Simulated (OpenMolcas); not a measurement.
# doublet SiF3: levels of theory compared

Wanted: a comparison of 6 runs (UHF/STO-3G, U-r2SCAN/STO-3G, UB3LYP/STO-3G, UPBE/STO-3G, USVWN5/STO-3G, ROMP2/STO-3G) of doublet SiF3. 

Program for the calculation: OpenMolcas 26.06.

3 further runs of the same task are left out: 1 that didn't finish, 2 set aside as unsound or not needed.

## (1) The structure to begin with

The species is SiF3 (4 atoms), meant as a doublet with charge 0. SMILES of the parent species: `F[Si-](F)F`. The shape is that of a GFN2-xTB optimisation. That shape belongs to the parent species and isn't relaxed for this state.

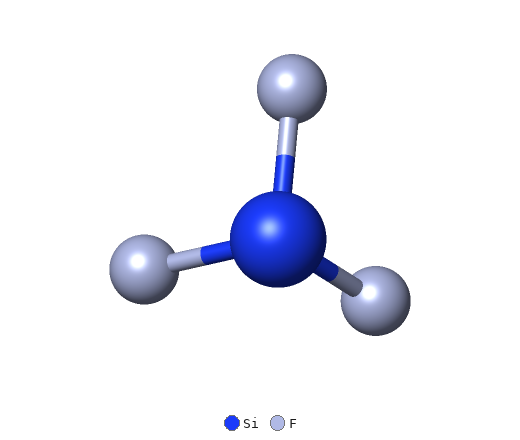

Viewed from a chosen angle; silicon blue, fluorine light blue.

## (2) A single-point energy at UHF/STO-3G (run 1)

Input file input.xyz:

```xyz
4

Si    -0.004470     0.005770     0.685050
F      1.428310    -0.030960    -0.216950
F     -0.687310     1.250250    -0.242810
F     -0.736530    -1.225060    -0.225300
```

Input file test.input:

```
* F3Si Hartree-Fock

&gateway
 baslib=$CurrDir
 coord=input.xyz
 basis=STO-3G
 group=NoSym

&seward

&scf
 uhf
 spin=2
 thresholds=1e-10 1e-07 1e-07 1e-05
 prorbitals=1 1
```

The basis set STO-3G is read from a file made from the Basis Set Exchange's data (not shown).

Command:

```bash
$ export MOLCAS_MEM=1860
$ pymolcas test.input > test.log
```

Log:

```text
--- Start Module: gateway ---
[...]
--- Stop Module: gateway /rc=_RC_ALL_IS_WELL_ ---
--- Start Module: seward ---
[...]
      Basis functions           24
--- Stop Module: seward /rc=_RC_ALL_IS_WELL_ ---
--- Start Module: scf ---
[...]
       Convergence after  18 Iterations
[...]
::    Total SCF energy                               -579.7034242415
[...]
      Total spin, S                                     0.5135345739
[...]
      Total electronic charge=   41.000000
      Total            charge=   -0.000000
[...]
      Dipole Moment (debye):
      Origin of the operator (angstrom)=   -0.0005    0.0006    0.0724
                   X= -1.9934E-02               Y=  2.8250E-02               Z=  3.1656E+00           Total=  3.1658E+00
      Quadrupole Moment (debye*angstrom):
[...]
--- Stop Module: scf /rc=_RC_ALL_IS_WELL_ ---
[...]
```

It took 1.9 s on 1 thread of Arm Neoverse V1, shared host; peak memory 0.37 GiB.

## (3) A single-point energy at U-r2SCAN/STO-3G (run 2)

input.xyz is that of step 2.

Input file test.inp:

```
* F3Si Kohn-Sham DFT

&gateway
  baslib=$CurrDir
  coord=input.xyz
  basis=STO-3G
  group=NoSym

&seward
  gridinput
  Grid=UltraFine
  End of Grid

&scf
  uhf
  spin=2
  ksdft=2
  1.0 MGGA_X_R2SCAN
  1.0 MGGA_C_R2SCAN
  thresholds=1e-10 1e-07 1e-07 1e-05
  prorbitals=1 1
```

The basis set STO-3G is read from a file made from the Basis Set Exchange's data (not shown).

Command:

```bash
$ export MOLCAS_MEM=1860
$ pymolcas test.inp > test.log
```

Log:

```text
--- Start Module: gateway ---
[...]
--- Stop Module: gateway /rc=_RC_ALL_IS_WELL_ ---
--- Start Module: seward ---
[...]
      Basis functions           24
--- Stop Module: seward /rc=_RC_ALL_IS_WELL_ ---
--- Start Module: scf ---
[...]
       Convergence after  21 Iterations
[...]
::    Total KS-DFT energy                            -581.2243717721
[...]
      Total spin, S                                     0.5013918809
[...]
      Total electronic charge=   41.000000
      Total            charge=   -0.000000
[...]
      Dipole Moment (debye):
      Origin of the operator (angstrom)=   -0.0005    0.0006    0.0724
                   X= -6.3945E-03               Y=  1.4750E-02               Z=  1.4851E+00           Total=  1.4852E+00
      Quadrupole Moment (debye*angstrom):
[...]
--- Stop Module: scf /rc=_RC_ALL_IS_WELL_ ---
[...]
```

Run time: 12 s. Hardware: 1 thread of Arm Neoverse V1, shared host; peak memory 0.37 GiB.

Runs 3 to 5 aren't shown in full; the table further down has their settings and results.

## (4) A single-point energy at ROMP2/STO-3G (run 6)

input.xyz is that of step 3.

Input file test.inp:

```
>>> EXPORT MOLCAS_PRINT=2

&GATEWAY
 BasLib=$CurrDir
 Coord=input.xyz
 Basis=STO-3G
 Group=NoSym

&SEWARD

&SCF
 UHF
 Spin=2
 Thresholds=1e-10 1e-07 1e-07 1e-05
 PrOrbitals=1 1

&RASSCF
 FileOrb=$Project.UnaOrb
 Spin=2
 Nactel=1 0 0
 Inactive=20
 Ras2=1
 OutOrbitals=Canonical
 OrbListing=Nothing

&CASPT2
 IPEA=0.0
 Frozen=8
```

The basis set STO-3G is read from a file made from the Basis Set Exchange's data (not shown).

Command:

```bash
$ export MOLCAS_MEM=1860
$ pymolcas test.inp > test.log
```

Log:

```text
--- Start Module: gateway ---
[...]
--- Stop Module: gateway /rc=_RC_ALL_IS_WELL_ ---
[...]
      Basis functions           24
[...]
       Convergence after  18 Iterations
[...]
::    Total SCF energy                               -579.7034242415
[...]
      Total spin, S                                     0.5135345739
[...]
--- Start Module: rasscf ---
[...]
      Number of active orbitals                  1
[...]
      Spin quantum number                      0.5
[...]
      Active orbitals                            1
[...]
      Number of CSFs                             1
[...]
      Number of root(s) required                 1
[...]
      Convergence after 11 iterations
[...]
      printout of CI-coefficients larger than  0.05 for root  1
      energy=    -579.699286
      conf/sym  1     Coeff  Weight
             1  u   1.00000 1.00000
      Natural orbitals and occupation numbers for root  1
      sym 1:   1.000000
      ************************************************************************************************************************
      *                                                    Final results                                                     *
[...]
::    RASSCF root number  1 Total energy:   -579.69928570
[...]
      Total electronic charge=   41.000000
      Total            charge=   -0.000000
[...]
      Dipole Moment (debye):
      Origin of the operator (angstrom)=   -0.0005    0.0006    0.0724
                   X= -1.9921E-02               Y=  3.0395E-02               Z=  3.3892E+00           Total=  3.3894E+00
      Quadrupole Moment (debye*angstrom):
[...]
--- Stop Module: rasscf /rc=_RC_ALL_IS_WELL_ ---
--- Start Module: caspt2 ---
[...]
 ###    WARNING: User changed nr of frozen orbitals.                         ###
 ###############################################################################
[...]
      E2 (Variational):          -0.0893591554
      Total energy:            -579.7886448521
[...]
      Reference weight:           0.94815
[...]
::    CASPT2 Root  1     Total energy:   -579.78864485
[...]
--- Stop Module: caspt2 /rc=_RC_ALL_IS_WELL_ ---
[...]
```

It took 2.7 s on 1 thread of Arm Neoverse V1, shared host; peak memory 0.37 GiB.

## (5) All runs side by side

```csv
run,level,integration grid,frozen core orbitals,energy (Eh),dipole moment (D),HOMO energy (eV),LUMO energy (eV),wall time
1,UHF/STO-3G,–,–,-579.703424,3.17,-8.59,3.11,1.9 s
2,U-r2SCAN/STO-3G,UltraFine,–,-581.224372,1.49,-2.70,-1.31,12 s
3,UB3LYP/STO-3G,UltraFine,–,-581.285753,1.61,-3.64,-0.74,6.9 s
4,UPBE/STO-3G,UltraFine,–,-580.871169,1.18,-2.10,-1.16,7.5 s
5,USVWN5/STO-3G,UltraFine,–,-578.184069,1.12,-2.05,-1.27,5.1 s
6,ROMP2/STO-3G,–,8,-579.788645,–,–,–,2.7 s
```

## (6) Outcome

| quantity | value |
| --- | --- |
| run 6: total energy | -579.78864 Eh |

What this shows: Over runs 1, 2, 3, 4, 5 the dipole moment (its size) runs from 1.12 D (USVWN5/STO-3G) to 3.17 D (UHF/STO-3G). Totals of different functionals can't be ranked against each other. In runs 1, 2, 3, 4, 5, 6 the basis is minimal, so the values are rough. All runs together took 36 s, the longest 12 s.
